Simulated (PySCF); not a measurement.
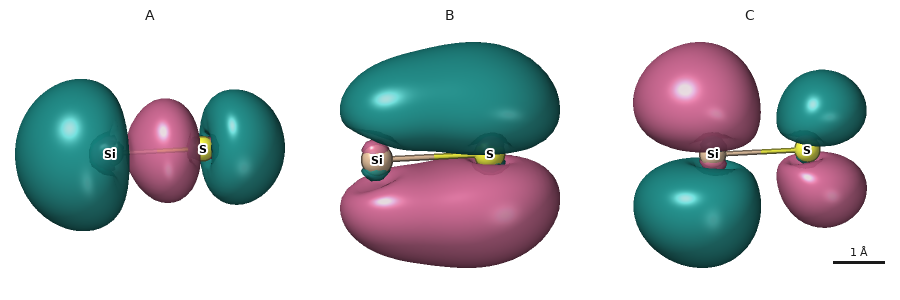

The picture shows: SiS. Three frontier orbitals, each drawn at the value that holds 80 % of its norm (teal and pink are the two phases), in no order; of a degenerate pair one member is drawn.

These are results of PySCF 2.14.0, PBE0/x2c-TZVPPall, spin-free X2C-1e, Gaussian nucleus, at a bond length of 1.934 Å, not measurements.

**Label each orbital by symmetry, say whether it is occupied, and order them by energy.**

Orbital B: π, occupied, −8.20 eV; mainly on S (70 %).
Orbital A: σ, occupied, −8.02 eV; shared between the atoms (Si 60 %, S 40 %).
Orbital C: π, empty, −2.30 eV; mainly on Si (75 %).
